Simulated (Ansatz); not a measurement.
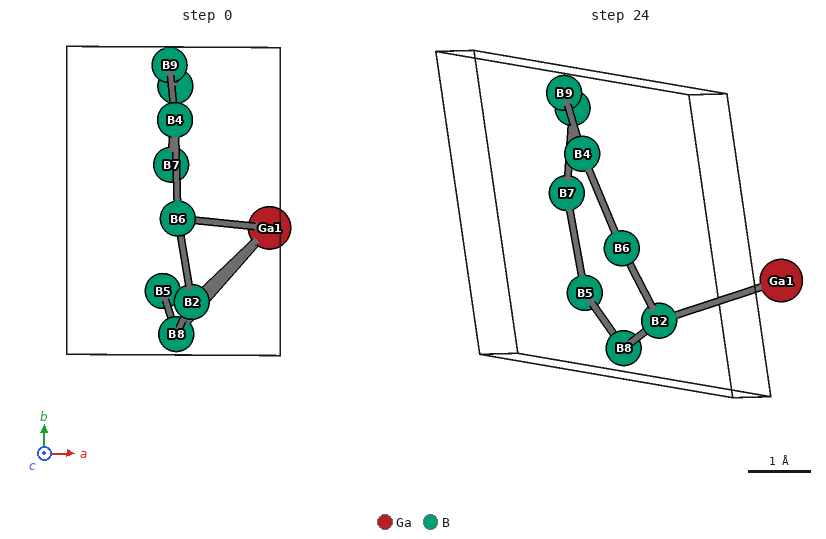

The structure of a crystal of GaB8 (a generated structure, set up in P1) (coarse preliminary run) before (left) and after (right) a relaxation, at one scale.

The picture is a ball-and-stick view of the cell of the calculation, reduced to other axes, seen along the c axis. Lengths and directions refer to the drawn axes.

Computed with DFT PBE, scalar-relativistic, plane waves, PAW (Ansatz).

Input file:
```yaml
crystal:
  lattice:
    - [-0.0371905247, 0.040261241, 3.4566203077]
    - [2.9993982054, -4.8250908013, -0.0872415807]
    - [2.9012148336, 4.7647835418, 0.0240797055]
  atoms:
    - { symbol: Ga, position: [-0.0510778479, 0.4538298467, 0.4144104129] }
    - { symbol: B, position: [0.5849160881, 0.1735197657, 0.1726204488] }
    - { symbol: B, position: [0.5082129163, 0.856399197, 0.8730748329] }
    - { symbol: B, position: [0.5066807734, 0.278375962, 0.7630576848] }
    - { symbol: B, position: [0.4493567822, 0.7123846634, 0.207593106] }
    - { symbol: B, position: [0.519746412, 0.106146663, 0.4428488081] }
    - { symbol: B, position: [0.4885407411, 0.8909994822, 0.6177909887] }
    - { symbol: B, position: [0.5124893732, 0.4158905535, 0.0677427436] }
    - { symbol: B, position: [0.4811347617, 0.6124538664, 0.9408609743] }
basis:
  ecutwfc: 420
kpoints:
  mp_grid: { grid: [6, 4, 4] }
hamiltonian:
  xc: pbe
scf:
  occupations: { method: gaussian, width: 0.2 }
  lower_state_search: "off"
output:
  forces: true
  stress: true
  eigenvalues: true
relax:
  adjacent_minimum: "off"
  f_tol: 0.025
  max_steps: 60
  cell: { stress_tol: 0.25 }
```

Launched with:
```bash
ansatz run input.yaml --threads 1 --pin off --max-ram 2560MiB --backend cpu --events-out ev --progress --plain --runs-dir out
```

Describe what moved and what it gained.

Answer. Over 19 accepted moves (24 points after the start) the energy falls by 539 meV per atom. Largest force component: 14 eV/Å at the start, 0.02 eV/Å at the end. Pressure: 10.57 GPa at the start and 0.05 GPa at the end. The line search rejected the trial steps at points 9, 17 of the run. The SCF was repeated 3 times at an unchanged geometry on a basis and grid sized afresh for the cell, which shifted the energy by 10.0 meV per atom at most. The largest move relative to the cell is that of Ga1, 1.02 Å roughly along [3 0 1]. By element the largest moves are Ga 1.02 Å, B 0.36 Å. The drawn cell changes as follows: a 3.457 → 4.178 Å (+20.9 %), b 5.579 → 5.516 Å (−1.1 %), c 5.682 → 5.506 Å (−3.1 %), α 63.2° → 64.7°, β 88.2° → 77.1°, γ 89.5° → 103.0°; the volume changes by +6.6 %. Near-neighbour distances that change, for instance: Ga1–B4 3.229 → 2.325 Å, Ga1–B9 3.229 → 2.431 Å, Ga1–B3 3.171 → 2.554 Å, Ga1–B8 2.391 → 2.999 Å. New bonds form: B5–B7 (2.05 → 1.67 Å). Bond angles that change, for instance: Ga1–B2–B3 148.6° → 113.4°, Ga1–B2–B8 79.6° → 103.5°, Ga1–B2–B6 84.4° → 103.6°. The space group stays P1 (No. 1). Cost: 8 min on 1 thread of Intel(R) Xeon(R) Processor @ 2.70GHz (shared host), peak memory 0.45 GiB.
